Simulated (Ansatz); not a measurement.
**CH3NSi: two geometries relaxed**

Aim: relax the geometries before and after the shift of H4 from Si3 to C2, and see whether they are two minima and how far apart in energy. SMILES of the start: N#C[SiH3].

Program: Ansatz 0.2.0. Level of theory: RKS PBE0/def2-SVP. These are calculated values, not measurements.

**1. Starting point**

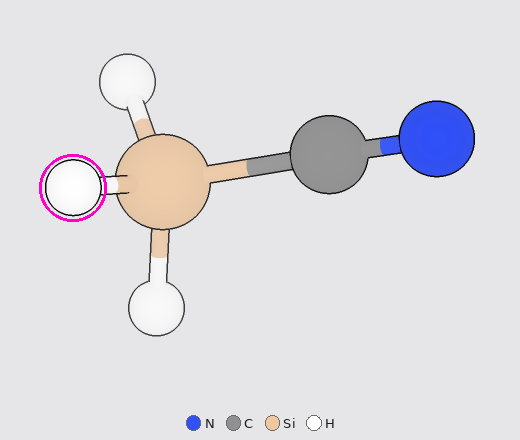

Start, viewed from a free direction; nitrogen blue, carbon grey, silicon light orange, hydrogen white. Ringed: H4.

Coordinates:

```xyz
6

N     1.1632   -1.9880    1.1014
C     0.5875   -1.0424    0.5788
Si   -0.2858    0.4189   -0.2563
H    -1.3701   -0.0007   -1.0297
H     0.6653    1.1158   -1.1977
H    -0.7180    1.4324    0.7573
```

**2. End point A**

input.yaml

```yaml
crystal:
  periodic: [false, false, false]
  atoms:
    - { symbol: "N", position_ang: [1.1632, -1.988, 1.1014] }
    - { symbol: C, position_ang: [0.5875, -1.0424, 0.5788] }
    - { symbol: Si, position_ang: [-0.2858, 0.4189, -0.2563] }
    - { symbol: H, position_ang: [-1.3701, -0.0007, -1.0297] }
    - { symbol: H, position_ang: [0.6653, 1.1158, -1.1977] }
    - { symbol: H, position_ang: [-0.718, 1.4324, 0.7573] }
basis:
  gaussian: { orbitals: def2-SVP }
hamiltonian:
  xc: pbe0
relax:
  f_tol: 0.02
  max_steps: 50
output:
  orbitals: {}
```

Started as:

```bash
ansatz run input.yaml --threads 1 --pin off --max-ram 2048MiB --backend cpu --events-out ev --progress --plain --runs-dir out
```

Output:

```text
Warning: RAYON_NUM_THREADS=1 ignored (pool sized by the plan → 1); use --threads N
The last accepted step is kept in <dir> (removed where the run ends without a failure and the disk answers)
Engine: ansatz 0.2.0, x86_64-unknown-linux-gnu
Functional definition: PBE0
  parameter a = 0.25
  parameter kappa = 0.804
  parameter beta = 0.06672455060314922
  exchange = (1 - a)*pbe_x(kappa = kappa, mu = beta*pi^2/3) + a*exact_x
  correlation = pbe_c(beta = beta)
664 factors; integrals over basis functions are off by at most 2.6e-4 eV
mean field evaluation 1: about -10439.0750 eV, gradient 3.1e1 eV
mean field evaluation 2: about -10431.4634 eV, gradient 6.4e1 eV
mean field evaluation 4: about -10441.4003 eV, gradient 1.6e0 eV
mean field evaluation 8: about -10441.4087 eV, gradient 8.1e-2 eV
mean field -10441.40872420 eV, -383.7146931735 hartree, gradient 3.9e-5 eV, S^2 0.000000; 0 other end points of the search recorded, 0 dependent functions left out
the calculation of the forces begins
reference -10441.40874443 eV, -383.7146939169 hartree; 15, 15 occupied and 46, 46 virtual orbitals, 664 factors
relax step   1: F+E_penalty+E_count = -10441.40872420 eV  Δ(F+E_penalty+E_count) = +0.000e0 eV  max|allowed force component| = 5.150e0 eV/Å  Δτ_max = 0.0000 Å  (23 SCF iters, accepted)
these checks for a lower state are left out or cut short: starts, cluster_reference, orbital_swaps, neighbouring_geometries, increment
664 factors; integrals over basis functions are off by at most 2.9e-4 eV
mean field evaluation 16: about -10441.7726 eV, gradient 9.4e-2 eV
mean field -10441.77169678 eV, -383.7280321696 hartree, gradient 2.1e-5 eV, S^2 0.000000; 0 other end points of the search recorded, 0 dependent functions left out
the calculation of the forces begins
reference -10441.77171677 eV, -383.7280329043 hartree; 15, 15 occupied and 46, 46 virtual orbitals, 664 factors
relax step   2: F+E_penalty+E_count = -10441.77169678 eV  Δ(F+E_penalty+E_count) = -3.630e-1 eV  max|allowed force component| = 6.334e-1 eV/Å  Δτ_max = 0.1197 Å  (27 SCF iters, accepted)
these checks for a lower state are left out or cut short: starts, cluster_reference, orbital_swaps, neighbouring_geometries, increment
664 factors; integrals over basis functions are off by at most 3.1e-4 eV
mean field -10441.78402252 eV, -383.7284851320 hartree, gradient 1.0e-5 eV, S^2 0.000000; 0 other end points of the search recorded, 0 dependent functions left out
the calculation of the forces begins
reference -10441.78404254 eV, -383.7284858680 hartree; 15, 15 occupied and 46, 46 virtual orbitals, 664 factors
relax step   3: F+E_penalty+E_count = -10441.78402252 eV  Δ(F+E_penalty+E_count) = -1.233e-2 eV  max|allowed force component| = 1.078e-1 eV/Å  Δτ_max = 0.0200 Å  (23 SCF iters, accepted)
these checks for a lower state are left out or cut short: starts, cluster_reference, orbital_swaps, neighbouring_geometries, increment
664 factors; integrals over basis functions are off by at most 3.1e-4 eV
mean field evaluation 32: about -10441.7845 eV, gradient 7.3e-6 eV
mean field -10441.78447874 eV, -383.7285018979 hartree, gradient 7.3e-6 eV, S^2 0.000000; 0 other end points of the search recorded, 0 dependent functions left out
the calculation of the forces begins
reference -10441.78449876 eV, -383.7285026337 hartree; 15, 15 occupied and 46, 46 virtual orbitals, 664 factors
relax step   4: F+E_penalty+E_count = -10441.78447874 eV  Δ(F+E_penalty+E_count) = -4.562e-4 eV  max|allowed force component| = 1.638e-2 eV/Å  Δτ_max = 0.0034 Å  (22 SCF iters, accepted)
664 factors; integrals over basis functions are off by at most 3.1e-4 eV
mean field -10441.78447874 eV, -383.7285018979 hartree, gradient 7.3e-6 eV, S^2 0.000000; 1 other end points of the search recorded, 0 dependent functions left out
the calculation of the forces begins
reference -10441.78449876 eV, -383.7285026337 hartree; 15, 15 occupied and 46, 46 virtual orbitals, 664 factors
Total energy: -10441.78449876 eV, -383.7285026337 hartree
Atom 0 at     1.106506    -1.899800     1.058507 Å, force    -0.009948     0.008737     0.005121 eV/Å
Atom 1 at     0.578827    -0.997927     0.555678 Å, force     0.008319    -0.000491    -0.014600 eV/Å
Atom 2 at    -0.258232     0.445518    -0.265024 Å, force    -0.001915    -0.016379     0.008411 eV/Å
Atom 3 at    -1.423286    -0.080599    -1.025336 Å, force     0.002825     0.002999     0.001658 eV/Å
Atom 4 at     0.731697     1.083986    -1.172442 Å, force     0.001000     0.003105    -0.001956 eV/Å
Atom 5 at    -0.693413     1.384822     0.802417 Å, force    -0.000282     0.002028     0.001366 eV/Å
Dipole moment:    -0.315281     0.542010    -0.305442 e Å
```

It took 5.8 s on 1 thread of Intel Xeon Platinum 8488C (Sapphire Rapids), shared host; peak memory 0.14 GiB.

The steps of the relaxation:

```tsv
step	energy from step 1 (eV)	largest force component (eV/Å)
1	0.0000	5.1497
2	-0.3630	0.6334
3	-0.3753	0.1078
4	-0.3758	0.0164
```

Step 1 is the start.

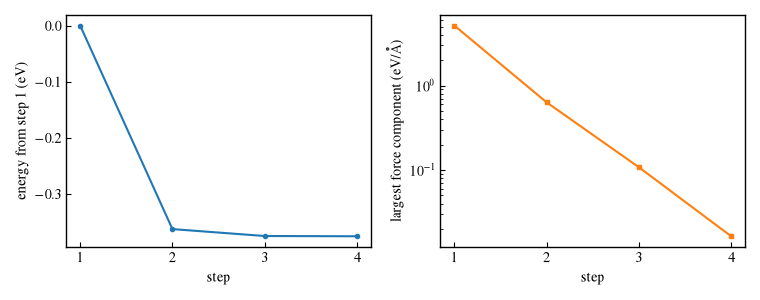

How energy and force went from step to step.

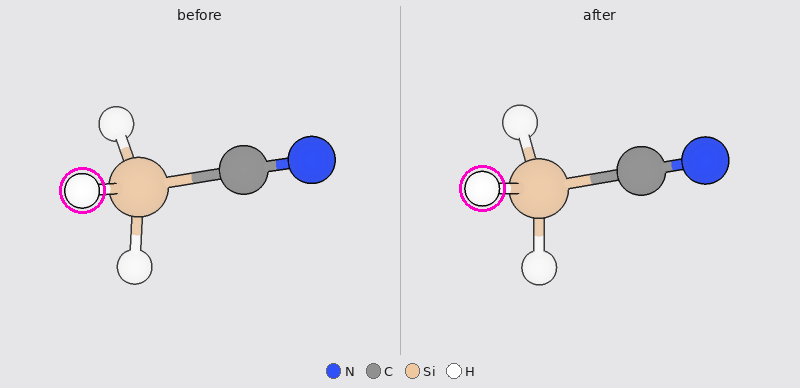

The structure before (left) and after (right), drawn at the same scale.

After: Bond lengths: N1–C2 1.160 Å, C2–Si3 1.860 Å, Si3–H4 1.487 Å, Si3–H5 1.487 Å, Si3–H6 1.487 Å. Angles: N1–C2–Si3 179.5°, C2–Si3–H4 107.7°, C2–Si3–H5 107.6°, C2–Si3–H6 107.8°, H4–Si3–H5 111.2°, H4–Si3–H6 111.2°, H5–Si3–H6 111.2°.

**3. Relaxing end B**

The second end starts from a geometry with the move made by hand.

Edit input.yaml of step 2 so:

```diff
@@ -6,3 +6,3 @@
     - { symbol: Si, position_ang: [-0.2858, 0.4189, -0.2563] }
-    - { symbol: H, position_ang: [-1.3701, -0.0007, -1.0297] }
+    - { symbol: H, position_ang: [-0.33342, -0.75253, 1.08475] }
     - { symbol: H, position_ang: [0.6653, 1.1158, -1.1977] }
@@ -16,3 +16 @@
   max_steps: 50
-output:
-  orbitals: {}
```

Started as:

```bash
ansatz run input.yaml --threads 1 --pin off --max-ram 2048MiB --backend cpu --events-out ev --progress --plain --runs-dir out
```

Output:

```text
Warning: RAYON_NUM_THREADS=1 ignored (pool sized by the plan → 1); use --threads N
[... 8 set-up lines as earlier in the session ...]
664 factors; integrals over basis functions are off by at most 2.9e-4 eV
mean field evaluation 1: about -10424.1323 eV, gradient 5.6e1 eV
mean field evaluation 2: about -10252.9054 eV, gradient 1.9e2 eV
mean field evaluation 4: about -10435.2474 eV, gradient 2.2e1 eV
mean field evaluation 8: about -10436.9314 eV, gradient 2.5e-1 eV
mean field evaluation 16: about -10436.9318 eV, gradient 3.6e-4 eV
mean field -10436.93175657 eV, -383.5501676473 hartree, gradient 4.1e-5 eV, S^2 0.000000; 2 other end points of the search recorded, 0 dependent functions left out
the calculation of the forces begins
reference -10436.93177613 eV, -383.5501683665 hartree; 15, 15 occupied and 46, 46 virtual orbitals, 664 factors
relax step   1: F+E_penalty+E_count = -10436.93175657 eV  Δ(F+E_penalty+E_count) = +0.000e0 eV  max|allowed force component| = 4.131e0 eV/Å  Δτ_max = 0.0000 Å  (50 SCF iters, accepted)
these checks for a lower state are left out or cut short: starts, cluster_reference, orbital_swaps, neighbouring_geometries, increment
664 factors; integrals over basis functions are off by at most 4.1e-4 eV
mean field evaluation 32: about -10437.7348 eV, gradient 1.0e-5 eV
mean field -10437.73480966 eV, -383.5796793042 hartree, gradient 1.0e-5 eV, S^2 0.000000; 0 other end points of the search recorded, 0 dependent functions left out
the calculation of the forces begins
reference -10437.73482900 eV, -383.5796800151 hartree; 15, 15 occupied and 46, 46 virtual orbitals, 664 factors
relax step   2: F+E_penalty+E_count = -10437.73480966 eV  Δ(F+E_penalty+E_count) = -8.031e-1 eV  max|allowed force component| = 2.039e0 eV/Å  Δτ_max = 0.1979 Å  (31 SCF iters, accepted)
these checks for a lower state are left out or cut short: starts, cluster_reference, orbital_swaps, neighbouring_geometries, increment
664 factors; integrals over basis functions are off by at most 6.7e-4 eV
mean field -10438.17604618 eV, -383.5958944472 hartree, gradient 1.9e-5 eV, S^2 0.000000; 0 other end points of the search recorded, 0 dependent functions left out
the calculation of the forces begins
reference -10438.17606565 eV, -383.5958951628 hartree; 15, 15 occupied and 46, 46 virtual orbitals, 664 factors
relax step   3: F+E_penalty+E_count = -10438.17604618 eV  Δ(F+E_penalty+E_count) = -4.412e-1 eV  max|allowed force component| = 1.333e0 eV/Å  Δτ_max = 0.1951 Å  (30 SCF iters, accepted)
these checks for a lower state are left out or cut short: starts, cluster_reference, orbital_swaps, neighbouring_geometries, increment
664 factors; integrals over basis functions are off by at most 7.8e-4 eV
mean field -10438.65632038 eV, -383.6135441984 hartree, gradient 1.1e-5 eV, S^2 0.000000; 0 other end points of the search recorded, 0 dependent functions left out
the calculation of the forces begins
reference -10438.65633998 eV, -383.6135449189 hartree; 15, 15 occupied and 46, 46 virtual orbitals, 664 factors
relax step   4: F+E_penalty+E_count = -10438.65632038 eV  Δ(F+E_penalty+E_count) = -4.803e-1 eV  max|allowed force component| = 1.498e0 eV/Å  Δτ_max = 0.1949 Å  (29 SCF iters, accepted)
these checks for a lower state are left out or cut short: starts, cluster_reference, orbital_swaps, neighbouring_geometries, increment
664 factors; integrals over basis functions are off by at most 6.2e-4 eV
mean field -10439.25729694 eV, -383.6356296798 hartree, gradient 7.3e-6 eV, S^2 0.000000; 0 other end points of the search recorded, 0 dependent functions left out
the calculation of the forces begins
reference -10439.25731630 eV, -383.6356303913 hartree; 15, 15 occupied and 46, 46 virtual orbitals, 664 factors
relax step   5: F+E_penalty+E_count = -10439.25729694 eV  Δ(F+E_penalty+E_count) = -6.010e-1 eV  max|allowed force component| = 1.753e0 eV/Å  Δτ_max = 0.1948 Å  (29 SCF iters, accepted)
these checks for a lower state are left out or cut short: starts, cluster_reference, orbital_swaps, neighbouring_geometries, increment
664 factors; integrals over basis functions are off by at most 5.1e-4 eV
mean field -10439.97126533 eV, -383.6618675340 hartree, gradient 2.2e-5 eV, S^2 0.000000; 0 other end points of the search recorded, 0 dependent functions left out
the calculation of the forces begins
reference -10439.97128489 eV, -383.6618682530 hartree; 15, 15 occupied and 46, 46 virtual orbitals, 664 factors
relax step   6: F+E_penalty+E_count = -10439.97126533 eV  Δ(F+E_penalty+E_count) = -7.140e-1 eV  max|allowed force component| = 2.531e0 eV/Å  Δτ_max = 0.1959 Å  (27 SCF iters, accepted)
these checks for a lower state are left out or cut short: starts, cluster_reference, orbital_swaps, neighbouring_geometries, increment
664 factors; integrals over basis functions are off by at most 6.9e-4 eV
mean field evaluation 64: about -10440.6291 eV, gradient 1.7e-4 eV
mean field -10440.62914067 eV, -383.6860440071 hartree, gradient 8.6e-6 eV, S^2 0.000000; 0 other end points of the search recorded, 0 dependent functions left out
the calculation of the forces begins
reference -10440.62916055 eV, -383.6860447375 hartree; 15, 15 occupied and 46, 46 virtual orbitals, 664 factors
relax step   7: F+E_penalty+E_count = -10440.62914067 eV  Δ(F+E_penalty+E_count) = -6.579e-1 eV  max|allowed force component| = 2.629e0 eV/Å  Δτ_max = 0.1921 Å  (27 SCF iters, accepted)
these checks for a lower state are left out or cut short: starts, cluster_reference, orbital_swaps, neighbouring_geometries, increment
664 factors; integrals over basis functions are off by at most 6.9e-4 eV
mean field -10441.17536951 eV, -383.7061175467 hartree, gradient 2.7e-5 eV, S^2 0.000000; 0 other end points of the search recorded, 0 dependent functions left out
the calculation of the forces begins
reference -10441.17538934 eV, -383.7061182753 hartree; 15, 15 occupied and 46, 46 virtual orbitals, 664 factors
relax step   8: F+E_penalty+E_count = -10441.17536951 eV  Δ(F+E_penalty+E_count) = -5.462e-1 eV  max|allowed force component| = 1.881e0 eV/Å  Δτ_max = 0.2000 Å  (28 SCF iters, accepted)
these checks for a lower state are left out or cut short: starts, cluster_reference, orbital_swaps, neighbouring_geometries, increment
664 factors; integrals over basis functions are off by at most 7.1e-4 eV
mean field -10441.55654415 eV, -383.7201254564 hartree, gradient 7.7e-5 eV, S^2 0.000000; 0 other end points of the search recorded, 0 dependent functions left out
the calculation of the forces begins
reference -10441.55656406 eV, -383.7201261878 hartree; 15, 15 occupied and 46, 46 virtual orbitals, 664 factors
relax step   9: F+E_penalty+E_count = -10441.55654415 eV  Δ(F+E_penalty+E_count) = -3.812e-1 eV  max|allowed force component| = 9.755e-1 eV/Å  Δτ_max = 0.1989 Å  (24 SCF iters, accepted)
these checks for a lower state are left out or cut short: starts, cluster_reference, orbital_swaps, neighbouring_geometries, increment
664 factors; integrals over basis functions are off by at most 6.4e-4 eV
mean field -10441.73089053 eV, -383.7265325675 hartree, gradient 1.5e-5 eV, S^2 0.000000; 0 other end points of the search recorded, 0 dependent functions left out
the calculation of the forces begins
reference -10441.73091044 eV, -383.7265332992 hartree; 15, 15 occupied and 46, 46 virtual orbitals, 664 factors
relax step  10: F+E_penalty+E_count = -10441.73089053 eV  Δ(F+E_penalty+E_count) = -1.743e-1 eV  max|allowed force component| = 3.929e-1 eV/Å  Δτ_max = 0.1993 Å  (27 SCF iters, accepted)
these checks for a lower state are left out or cut short: starts, cluster_reference, orbital_swaps, neighbouring_geometries, increment
664 factors; integrals over basis functions are off by at most 5.5e-4 eV
mean field -10441.78404565 eV, -383.7284859823 hartree, gradient 1.5e-5 eV, S^2 0.000000; 0 other end points of the search recorded, 0 dependent functions left out
the calculation of the forces begins
reference -10441.78406577 eV, -383.7284867218 hartree; 15, 15 occupied and 46, 46 virtual orbitals, 664 factors
relax step  11: F+E_penalty+E_count = -10441.78404565 eV  Δ(F+E_penalty+E_count) = -5.316e-2 eV  max|allowed force component| = 9.920e-2 eV/Å  Δτ_max = 0.1657 Å  (27 SCF iters, accepted)
these checks for a lower state are left out or cut short: starts, cluster_reference, orbital_swaps, neighbouring_geometries, increment
664 factors; integrals over basis functions are off by at most 5.5e-4 eV
mean field evaluation 96: about -10441.7845 eV, gradient 1.6e-5 eV
mean field -10441.78453626 eV, -383.7285040119 hartree, gradient 1.6e-5 eV, S^2 0.000000; 0 other end points of the search recorded, 0 dependent functions left out
the calculation of the forces begins
reference -10441.78455640 eV, -383.7285047521 hartree; 15, 15 occupied and 46, 46 virtual orbitals, 664 factors
relax step  12: F+E_penalty+E_count = -10441.78453626 eV  Δ(F+E_penalty+E_count) = -4.906e-4 eV  max|allowed force component| = 8.460e-3 eV/Å  Δτ_max = 0.0099 Å  (22 SCF iters, accepted)
664 factors; integrals over basis functions are off by at most 5.5e-4 eV
mean field -10441.78453626 eV, -383.7285040119 hartree, gradient 1.6e-5 eV, S^2 0.000000; 1 other end points of the search recorded, 0 dependent functions left out
the calculation of the forces begins
reference -10441.78455640 eV, -383.7285047521 hartree; 15, 15 occupied and 46, 46 virtual orbitals, 664 factors
Total energy: -10441.78455640 eV, -383.7285047521 hartree
Atom 0 at     1.782958    -1.641123     1.383174 Å, force    -0.005651     0.006834    -0.003899 eV/Å
Atom 1 at     1.019033    -0.922764     0.888152 Å, force     0.008241    -0.008460     0.005408 eV/Å
Atom 2 at    -0.206746     0.227035     0.094314 Å, force    -0.004126     0.004243    -0.002909 eV/Å
Atom 3 at    -1.480789    -0.520318    -0.079085 Å, force     0.000777     0.001138    -0.000072 eV/Å
Atom 4 at     0.351460     0.648421    -1.218228 Å, force    -0.000177    -0.001273     0.002041 eV/Å
Atom 5 at    -0.387137     1.392918     0.999922 Å, force     0.000935    -0.002482    -0.000568 eV/Å
Dipole moment:    -0.458916     0.431052    -0.297289 e Å
```

It took 16 s on 1 thread of Intel Xeon Platinum 8488C (Sapphire Rapids), shared host; peak memory 0.22 GiB.

The steps of the relaxation:

```tsv
step	energy from step 1 (eV)	largest force component (eV/Å)
1	0.0000	4.1309
2	-0.8031	2.0386
3	-1.2443	1.3327
4	-1.7246	1.4983
5	-2.3255	1.7533
6	-3.0395	2.5310
7	-3.6974	2.6291
8	-4.2436	1.8814
9	-4.6248	0.9755
10	-4.7991	0.3929
11	-4.8523	0.0992
12	-4.8528	0.0085
```

Step 1 is the start.

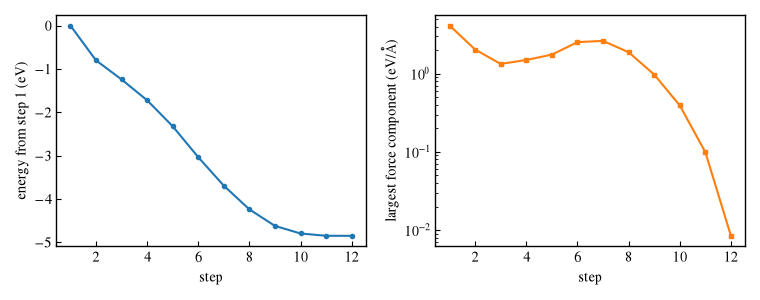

How energy and force went from step to step.

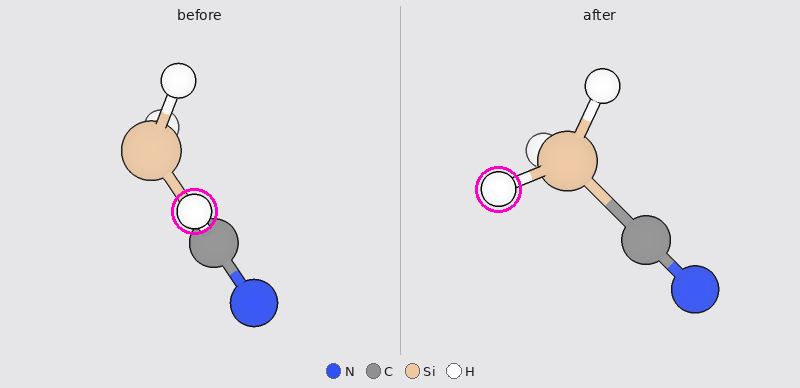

Before and after, at one scale.

After: Bond lengths: N1–C2 1.160 Å, C2–Si3 1.859 Å, Si3–H4 1.487 Å, Si3–H5 1.487 Å, Si3–H6 1.487 Å. Angles: N1–C2–Si3 179.9°, C2–Si3–H4 107.7°, C2–Si3–H5 107.7°, C2–Si3–H6 107.7°, H4–Si3–H5 111.2°, H4–Si3–H6 111.2°, H5–Si3–H6 111.1°.

Pairs that crossed the distance rule for bonds on the way: came closer Si3–H4; moved apart C2–H4.

**4. Summary of results**

```
                           quantity                     value
                              end A   3 moves, 0.376 eV lower
                              end B  11 moves, 4.853 eV lower
largest difference between the ends                    0.01 Å
            end B relative to end A                 -0.000 eV
```

**Reading.** Both starts fell into the same minimum (no atom differs by more than 0.01 Å), so from this start no second minimum was found and no band was run; another arrangement could still be one.
